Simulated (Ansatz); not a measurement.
**Appearance energy of a fragment ion: C3H7ClMg → [C3H7]+ + MgCl + e⁻**

Species: C3H7ClMg `C[CH](C)[Mg][Cl]`, singlet; [C3H7]+ `C[CH+]C`, singlet; MgCl, doublet. 

Shapes, held fixed at every level: PBE0-D4/def2-TZVP. Programs: Ansatz 0.2.0. Electronic energies: no zero-point or thermal term.

```tsv
level	kind	ΔE (eV)	less CCSD(T)/def2-TZVPP	CPU time (sum over the molecules)
HF/def2-SVP	Hartree–Fock	+8.05	-1.63	–
PBE-D4/def2-TZVPP	GGA	+9.42	-0.26	14 s
r2SCAN-D4/def2-TZVPP	meta-GGA	+9.36	-0.32	26 s
B3LYP-D4/def2-TZVPP	global hybrid	+9.50	-0.18	23 s
wB97X-V/def2-TZVPP	range-separated hybrid	+9.59	-0.09	46 s
CCSD/def2-TZVPP	coupled cluster or CI	+9.58	-0.10	–
CCSD(T)/def2-TZVPP	coupled cluster or CI	+9.68	0.00	16 min
```

The highest level, CCSD(T)/def2-TZVPP, gives ΔE = +9.68 eV; the levels span +8.05 to +9.68. The column of differences is taken from that level and isn't an error. No measured value is set beside it here. Open shells run unrestricted unless RO is named. Correlated rows may include outer-core shells of Mg, which these sets cover unevenly. The onset seen in experiment also holds zero-point changes and kinetic shifts. Times are processor times on shared x86 and Arm servers, and rough.

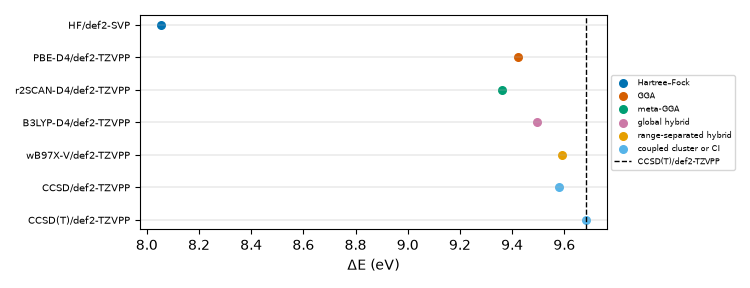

The values of the table, level by level.
